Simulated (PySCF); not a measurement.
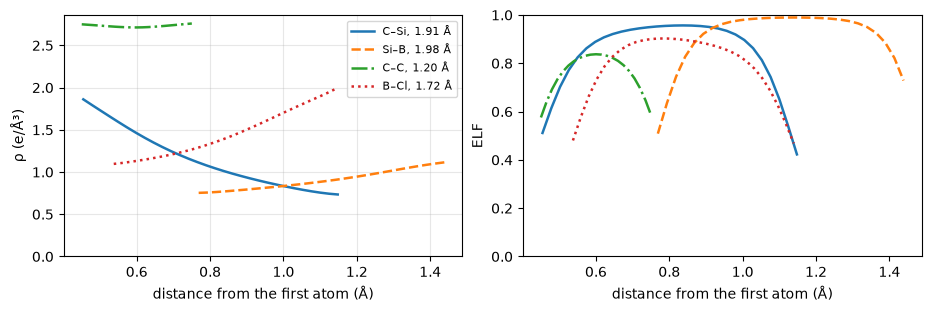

C4H9BCl2Si2 (SMILES CC#C[C@H]([SiH3])[SiH2]B(Cl)Cl). Electron density and electron localisation function along straight lines between neighbouring atoms. The curves leave out the atomic cores.

Geometry: GFN2-xTB.

The calculation used PySCF, PBE0/pcSseg-1, SCF density, gas phase, non-relativistic.

The calculation's input:

```
{"job": {"kind": "nmr", "xc": "PBE0", "basis": "pcSseg-1"}, "charge": 0, "multiplicity": 1}
C     -2.142983    -2.478402     0.309985
C     -1.421629    -1.232602     0.468918
C     -0.828649    -0.199922     0.619034
C     -0.083127     1.026942     0.764297
Si    -0.410862     2.156854    -0.744359
Si     1.772218     0.584304     1.024314
B      2.394482    -0.357002    -0.607604
Cl     1.864464    -1.949721    -0.980111
Cl     3.405470     0.410428    -1.773678
H     -3.035733    -2.324554    -0.296922
H     -2.442019    -2.866924     1.283908
H     -1.505830    -3.214096    -0.181545
H     -0.435751     1.538396     1.664476
H      0.314786     3.412870    -0.547274
H     -1.848465     2.411550    -0.854743
H      0.055798     1.481567    -1.958158
H      2.487657     1.838539     1.304435
H      1.851414    -0.231910     2.246717
```

Launched as:

```sh
OMP_NUM_THREADS=1 python probes_run.py task.json out
```

### Compare the contacts.

C–Si (1.91 Å): the density is about 0.88 e/Å³ at the midpoint; the ELF peaks at about 0.95 between the atoms (a shared electron pair).
Si–B (1.98 Å): ρ is about 0.83 e/Å³ halfway; the ELF peaks at about 1 between the atoms (a shared electron pair).
C–C (1.20 Å): the density is about 2.7 e/Å³ at the midpoint; the ELF peaks at about 0.85 between the atoms: a multiple bond.
B–Cl (1.72 Å): the density is about 1.4 e/Å³ at the midpoint; the ELF peaks at about 0.90 between the atoms (a shared but strongly polarised pair).
